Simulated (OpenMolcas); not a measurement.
HfH$_{2}$Cl$_{2}$O$_{2}$: single-point calculation (part 3 of 3)

Continued. System: HfH$_{2}$Cl$_{2}$O$_{2}$, SMILES Cl[Hf](Cl)(O)O. Method: CASSCF/ANO-R1, sfX2C (OpenMolcas 26.06). The geometry comes from this level: PBE0-D4/def2-TZVP.

Geometry of the input (Å):
```
Cl -1.4564  -2.1750  0.0028
Hf 0.0987  -0.4037  -0.0237
Cl 2.2927  -1.2469  -0.2012
O  -0.2572  0.7048  -1.5209
O  -0.0554  0.5741  1.5940
H  -0.4572  1.3690  -2.1724
H  -0.1652  1.1777  2.3215
```

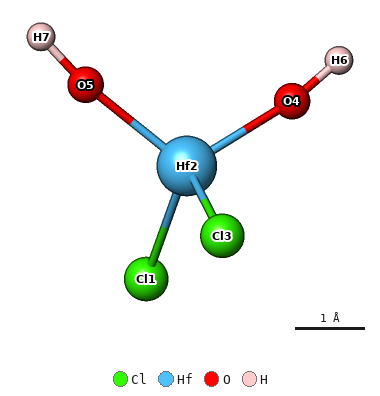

Figure 1. The input geometry (ball-and-stick view, seen at a tilt; atoms are numbered from 1 in the order of the input). Sticks mark near contacts.

Output, continued:
```
      Basis set specifications :
      Symmetry species         a
      Basis functions          130

--- Stop Module: seward /rc=_RC_ALL_IS_WELL_ ---
--- Module seward spent 10 seconds ---

>>> COPY step2.RunFile RUNFIL2

--- Start Module: expbas ---

                                              &EXPBAS

                       available to each process: 1.9 GB of memory, 1 thread

 Header on input orbitals file:
* RASSCF average (pseudo-natural) orbitals

 Information from input runfile
           Number of symmetries    1
      Number of basis functions   70

 Information from expanded basis set runfile
           Number of symmetries    1
      Number of basis functions  130
 New orbitals have been built in file EXPORB
--- Stop Module: expbas /rc=_RC_ALL_IS_WELL_ ---

--- Start Module: rasscf ---

                                              &RASSCF

                       available to each process: 1.9 GB of memory, 1 thread

      Header of the ONEINT file:
      --------------------------

      OrdInt status: non-squared

      Cartesian coordinates in angstrom:
      -----------------------------------------------------
      No.  Label        X            Y            Z
      -----------------------------------------------------
       1   CL1       -1.45637000  -2.17497000   0.00281000
       2   HF2        0.09869000  -0.40375000  -0.02370000
       3   CL3        2.29270000  -1.24687000  -0.20124000
       4   O4        -0.25723000   0.70479000  -1.52089000
       5   O5        -0.05541000   0.57412000   1.59396000
       6   H6        -0.45721000   1.36898000  -2.17241000
       7   H7        -0.16519000   1.17770000   2.32145000
      -----------------------------------------------------
      Nuclear repulsion energy = 1050.75017478

++    Wave function specifications:
      -----------------------------

      Number of closed shell electrons         122
      Number of electrons in active shells       2
      Max number of holes in RAS1 space          0
      Max nr of electrons in RAS3 space          0
      Number of inactive orbitals               61
      Number of active orbitals                  2
      Number of secondary orbitals              67
      Spin quantum number                      0.0
      State symmetry                             1
--

++    Orbital specifications:
      -----------------------

      Symmetry species                           1
                                                 a
      Frozen orbitals                            0
      Inactive orbitals                         61
      Active orbitals                            2
      RAS1 orbitals                              0
      RAS2 orbitals                              2
      RAS3 orbitals                              0
      Secondary orbitals                        67
      Deleted orbitals                           0
      Number of basis functions                130
--

++    CI expansion specifications:
      ----------------------------

      Number of CSFs                             3
      Number of spin combinations                3
      Number of determinants                     4
      Number of root(s) required                 1
      Root chosen for geometry opt.              1
      CI root used                               1

      highest root included in the CI            1
      max. size of the explicit Hamiltonian      3
--

++    Optimization specifications:
      ----------------------------

      RASSCF algorithm: LK RI/DF
      Maximum number of macro iterations       200
      Maximum number of SX iterations          100
      Threshold for RASSCF energy            1.000E-08
      Threshold for max MO rotation          1.000E-01
      Threshold for max BLB element          1.000E-04
      Level shift parameter                  5.000E-01
      Make Quasi-Newton update
--

      The MO-coefficients are taken from the file:
      step2.ExpOrb
      Title:Basis set expanded orbital file EXPORB

      Total molecular charge    0.00

      ************************************************************************************************************************
      *                                            Wave function control section                                             *
      ************************************************************************************************************************

                                         RASSCF iterations: Energy and convergence statistics
                                         ----------------------------------------------------

          iter iter root      energy       change     param      element    value   shift minimum  type update hh:mm:ss
 Nr of preliminary CI iterations:   1
      Total energies have been shifted. Add               -16000.00 au
        1   1   13    1  -146.22901394    0.00E+00  -7.59E-02   62 123 1 -3.01E-01*  0.01   0.00    SX    NO    0:00:01
        2   1  101    1  -146.83457888   -6.06E-01*  9.74E-02   51  70 1 -1.67E-01*  0.00   0.00    SX    NO    0:00:00
        3   1   82    1  -146.91879683   -8.42E-02* -8.09E-02   55 107 1 -4.89E-02*  0.00   0.00    SX    NO    0:00:00
        4   1   50    1  -146.93479430   -1.60E-02*  4.90E-02   51  70 1 -4.56E-02*  0.00   0.00    SX    NO    0:00:00
        5   1   18    1  -146.93681465   -2.02E-03* -2.87E-02   45  92 1  2.74E-02*  0.00   0.58    SX   YES    0:00:00
        6   1   20    1  -146.93901604   -2.20E-03*  1.87E-02   45  92 1 -1.88E-02*  0.00   0.68    QN   YES    0:00:00
        7   1   19    1  -146.93991087   -8.95E-04* -1.91E-02   62 123 1 -3.12E-03*  0.00   1.21    QN   YES    0:00:00
        8   1   19    1  -146.94002627   -1.15E-04* -1.98E-02   51  70 1  1.92E-03*  0.00   1.31    QN   YES    0:00:00
        9   1   17    1  -146.94006643   -4.02E-05* -4.09E-03   62 123 1  1.82E-03*  0.00   0.91    QN   YES    0:00:00
       10   1   16    1  -146.94007640   -9.97E-06* -3.29E-03   62 123 1  4.51E-04*  0.00   1.43    QN   YES    0:00:00
       11   1   16    1  -146.94007937   -2.97E-06*  1.90E-03   45  92 1 -1.69E-04*  0.00   1.20    QN   YES    0:00:00
       12   1   14    1  -146.94008019   -8.21E-07* -2.44E-03   51  70 1 -2.06E-04*  0.00   1.49    QN   YES    0:00:00
       13   1   14    1  -146.94008078   -5.98E-07* -1.67E-03   48  69 1 -1.14E-04*  0.00   1.42    QN   YES    0:00:00
       14   1   13    1  -146.94008104   -2.51E-07* -9.45E-04   51  70 1 -5.90E-05   0.00   1.37    QN   YES    0:00:00
       15   1   12    1  -146.94008114   -1.02E-07* -4.27E-04   48  63 1 -5.29E-05   0.00   1.41    QN   YES    0:00:00
       16   1   10    1  -146.94008117   -3.59E-08*  1.77E-04   51  70 1  2.70E-05   0.00   1.28    QN   YES    0:00:00
       17   1    8    1  -146.94008118   -5.29E-09  -3.18E-05   51  70 1  1.25E-05   0.00   1.18    QN   YES    0:00:00
      Convergence after 17 iterations
       18   1    8    1  -146.94008118   -2.86E-10  -3.18E-05   51  70 1  1.68E-06   0.00   1.18    QN   YES    0:00:00

      ************************************************************************************************************************
                                                      Wave function printout:
                       occupation of active orbitals, and spin coupling of open shells (u,d: Spin up or down)
      ************************************************************************************************************************

      Note: transformation to natural orbitals
      has been made, which may change the order of the CSFs.

      printout of CI-coefficients larger than  0.05 for root  1
      energy=  -16146.940081
      conf/sym  11     Coeff  Weight
             1  20   0.99601 0.99203
             3  02  -0.08928 0.00797

      Natural orbitals and occupation numbers for root  1
      sym 1:   1.984059   0.015941

      ************************************************************************************************************************
      *                                                    Final results                                                     *
      ************************************************************************************************************************

++    Final optimization conditions:
      ------------------------------

      Average CI energy                          -16146.94008118
      RASSCF energy for state  1                 -16146.94008118
      Super-CI energy                                -0.00000000
      RASSCF energy change                           -0.00000000
      Max change in MO coefficients              -4.372E-05
      Max non-diagonal density matrix element    -3.183E-05
      Maximum BLB matrix element                  1.682E-06
      (orbital pair  51,  70 in symmetry   1)
      Norm of electronic gradient            7.239E-06
--

      Final state energy(ies):
      ------------------------

::    RASSCF root number  1 Total energy: -16146.94008118
      Von Neumann Entropy (Root   1) =  0.06702

      Mulliken population analysis for root number:  1
      -----------------------------------------------

++    Molecular charges:
      ------------------

      Mulliken charges per centre
      ---------------------------

                CL1     HF2     CL3     O4      O5      H6      H7
      Total   17.3316 70.6101 17.3316  8.5681  8.5797  0.7970  0.7819

      N-E     -0.3316  1.3899 -0.3316 -0.5681 -0.5797  0.2030  0.2181

      Total electronic charge=  124.000000

      Total            charge=   -0.000000
--

      Expectation values of various properties for root number:  1
      -----------------------------------------------------------

++    Molecular properties:
      ---------------------

      Charge (e):
                      =   -0.0000
      Dipole Moment (debye):
      Origin of the operator (angstrom)=    0.1457   -0.5963   -0.0348
                   X= -9.4214E-01               Y=  3.8733E+00               Z=  3.0419E-01           Total=  3.9978E+00
      Quadrupole Moment (debye*angstrom):
      Origin of the operator (angstrom)=    0.1457   -0.5963   -0.0348
                  XX= -7.3920E+01              XY= -2.7007E+00              XZ=  7.3403E-01              YY= -6.3670E+01
                  YZ=  2.3343E-01              ZZ= -6.0094E+01
      In traceless form (debye*angstrom)
                  XX= -1.2039E+01              XY= -4.0510E+00              XZ=  1.1010E+00              YY=  3.3378E+00
                  YZ=  3.5014E-01              ZZ=  8.7008E+00
--

      LoProp population analysis for root number:  1
      -----------------------------------------------

++    LoProp analysis:
      ----------------

++    Static properties:
      ------------------

      LoProp Charges per center

                   CL1      HF2      CL3      O4       O5       H6       H7
      Nuclear     17.0000  72.0000  17.0000   8.0000   8.0000   1.0000   1.0000
      Electronic -17.3992 -70.5423 -17.3992  -8.7705  -8.7834  -0.5603  -0.5451

      Total       -0.3992   1.4577  -0.3992  -0.7705  -0.7834   0.4397   0.4549
--

      Natural Bond Order analysis for root number:  1

++    Natural Bond Order analysis
      ---------------------------
      Based on LoProp computed density
      -------------------------------------------------------------------------------------
      Atom A       Atom B       Bond Order
      -------------------------------------------------------------------------------------
      NBO located      0.998 non-bonded electrons on atom CL1
      NBO located      0.999 non-bonded electrons on atom CL1
      NBO located      1.000 non-bonded electrons on atom CL1
      NBO located      1.000 non-bonded electrons on atom CL1
      NBO located      1.000 non-bonded electrons on atom CL1
      NBO located      1.000 non-bonded electrons on atom CL1
      NBO located      1.004 non-bonded electrons on atom HF2
      NBO located      0.995 non-bonded electrons on atom HF2
      NBO located      0.996 non-bonded electrons on atom HF2
      NBO located      0.995 non-bonded electrons on atom HF2
      NBO located      0.997 non-bonded electrons on atom HF2
      NBO located      1.002 non-bonded electrons on atom HF2
      NBO located      1.000 non-bonded electrons on atom HF2
      NBO located      1.000 non-bonded electrons on atom HF2
      NBO located      1.000 non-bonded electrons on atom HF2
      NBO located      1.000 non-bonded electrons on atom HF2
      NBO located      1.000 non-bonded electrons on atom HF2
      NBO located      1.000 non-bonded electrons on atom HF2
      NBO located      1.000 non-bonded electrons on atom HF2
      NBO located      1.000 non-bonded electrons on atom HF2
      NBO located      1.000 non-bonded electrons on atom HF2
      NBO located      1.000 non-bonded electrons on atom HF2
      NBO located      1.000 non-bonded electrons on atom HF2
      NBO located      1.000 non-bonded electrons on atom HF2
      NBO located      1.000 non-bonded electrons on atom HF2
      NBO located      1.000 non-bonded electrons on atom HF2
      NBO located      1.000 non-bonded electrons on atom HF2
      NBO located      1.000 non-bonded electrons on atom HF2
      NBO located      1.000 non-bonded electrons on atom HF2
      NBO located      1.000 non-bonded electrons on atom HF2
      NBO located      1.000 non-bonded electrons on atom HF2
      NBO located      1.000 non-bonded electrons on atom HF2
      NBO located      1.000 non-bonded electrons on atom HF2
      NBO located      1.000 non-bonded electrons on atom HF2
      NBO located      1.000 non-bonded electrons on atom HF2
      NBO located      1.000 non-bonded electrons on atom HF2
      NBO located      1.000 non-bonded electrons on atom HF2
      NBO located      1.000 non-bonded electrons on atom HF2
      NBO located      1.000 non-bonded electrons on atom HF2
      NBO located      1.000 non-bonded electrons on atom HF2
      NBO located      0.999 non-bonded electrons on atom CL3
      NBO located      0.999 non-bonded electrons on atom CL3
      NBO located      1.000 non-bonded electrons on atom CL3
      NBO located      1.000 non-bonded electrons on atom CL3
      NBO located      1.000 non-bonded electrons on atom CL3
      NBO located      1.000 non-bonded electrons on atom CL3
      NBO located      0.943 non-bonded electrons on atom O4
      NBO located      0.998 non-bonded electrons on atom O4
      NBO located      0.951 non-bonded electrons on atom O5
      NBO located      0.997 non-bonded electrons on atom O5
      NBO located      1.010 non-bonded electrons on atom O5
      The remaining   13.304 electrons are to be considered as diffuse
--

--

      Average orbitals are written to the RASORB file
      Natural orbitals for root   1 are written to the RASORB.1 file
      Spin density orbitals for root   1 are written to the SPDORB.1 file

--- Stop Module: rasscf /rc=_RC_ALL_IS_WELL_ ---
--- Module rasscf spent 13 seconds ---

.##################.
.# Happy landing! #.
.##################.

    Timing: Wall=61.37 User=58.08 System=3.15
```

Summary:

| quantity | value |
| --- | --- |
| outcome | converged |
| total energy | −16146.940081 hartree |
| CASSCF energy | −16146.940081 hartree |
| basis functions | 130 |
| wall time | 62 s |
| peak memory | 0.53 GiB |
